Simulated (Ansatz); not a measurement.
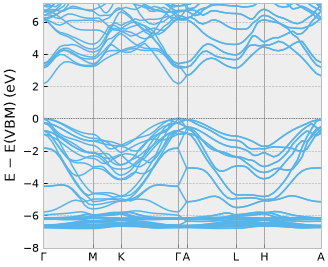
Band structure from the program Ansatz at the LDA level (PAW)

Problem. Read off the gap and where the band edges lie.

Solution. About 2.1 eV (2.15 eV by a search for the band edges); maximum at Γ, minimum at Γ.

Problem. Pick the material that matches.
A) ZnS, 6H polytype
B) BP, wurtzite
C) AlAs, wurtzite
D) Si, P6_3/mmc (Si on 4f)

Solution. A, ZnS, 6H polytype

Space group P6_3mc (6H polytype). The first step of the workflow began from a Materials Project structure, measured or hypothetical. Its sites differ from those of the usual phase in this space group: another stacking or structure type. The LDA relaxation kept the symmetry of its start; whether a distortion lowers the energy is not shown.

Potentials: the later of the program's two PAW sets.
